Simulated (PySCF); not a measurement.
## Electronic structure of C₂H₆BBrSi in real space

```xyz
11

C    -2.2735    0.1856   -0.3253
C    -0.9546    0.4036   -0.2868
B     0.0765   -0.6876    0.0567
Si    1.9628   -0.2793    0.3462
Br    2.3497    1.9241    0.0875
H    -2.9873    0.9659   -0.5438
H    -2.6882   -0.7906   -0.1257
H    -0.6261    1.4198   -0.4893
H    -0.3031   -1.7950    0.1570
H     2.5100   -0.5007    1.6899
H     2.9395   -0.8432   -0.5925
```

Geometry: GFN2-xTB.

Method: PySCF 2.14.0, CAM-B3LYP/def2-SVPD, SCF density, gas phase.

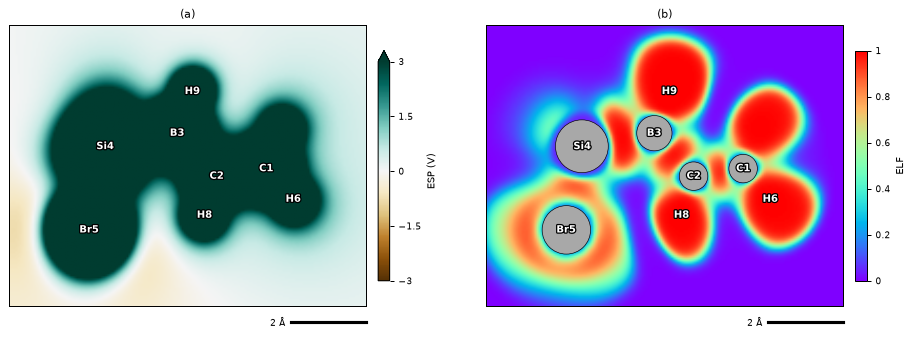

Figure 1. (a) molecular electrostatic potential; (b) electron localisation function on the plane of atoms C2, B3 and H9. Grey discs cover the atomic cores in the ELF map.

Q: Interpret the plot.

A:
- The plane passes through C, B, Si, Br and H nuclei.
- C–C (1.34 Å): the ELF peaks at about 0.95 between the atoms (a short, multiple covalent bond).
- C–B (1.54 Å): the ELF peaks at about 1 between the atoms, as expected for a covalent bond.
- Si–B (1.95 Å): the ELF peaks at about 1 between the atoms; a covalent bond.
- Si–Br (2.25 Å): the ELF peaks at about 0.85 between the atoms, as expected for a polar covalent bond.
- C–H (1.08 Å): the ELF climbs to about 1 towards the hydrogen, as it does in any bond to H (a covalent bond by its length).
- The ELF also peaks beside Br5, away from the bonds: lone-pair regions.
- Outside the dense part of the molecule the potential is most negative (−0.8 V) near Br5.

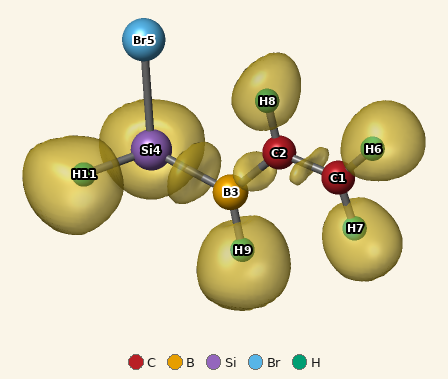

Figure 2. Isosurface of the ELF at 0.9 (yellow), seen at a tilt. Only the valence region is drawn (cores and ρ < 0.01 e/Å³ removed).

Q: Identify the bonds, lone pairs and shells in this picture.

A: At this value the surface marks out one region between bonded B–C atoms (shared pairs), one region between bonded B–Si atoms (shared pairs), one region between bonded C–C atoms (shared pairs) and six regions around hydrogen nuclei.

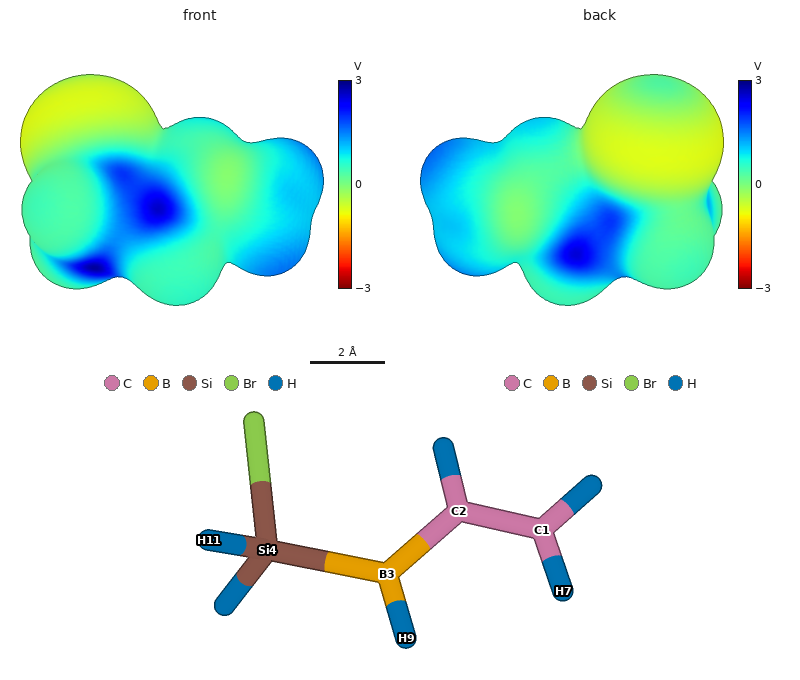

Figure 3. The molecular electrostatic potential painted on the density surface at 0.004 e/bohr³, seen from the front and from behind; red is negative and blue positive. The bare structure is drawn below in the same view.

Q: Which sites attract a positive test charge, and which a negative one?

A: A positive charge is drawn to the negative regions and a negative charge to the positive ones. The most negative region (about −0.7 V, or −16 kcal/mol for a unit charge) lies over Br5, the most positive (about +2.5 V, or +58 kcal/mol for a unit charge) over B3 and Si4. Br5 shows a σ-hole: about +0.3 V at the tip opposite its bond, against about −0.5 V, or −12 kcal/mol for a unit charge on its flanks.

Q: How polar is the molecule by this calculation?

A: Its dipole moment is 3.07 D.
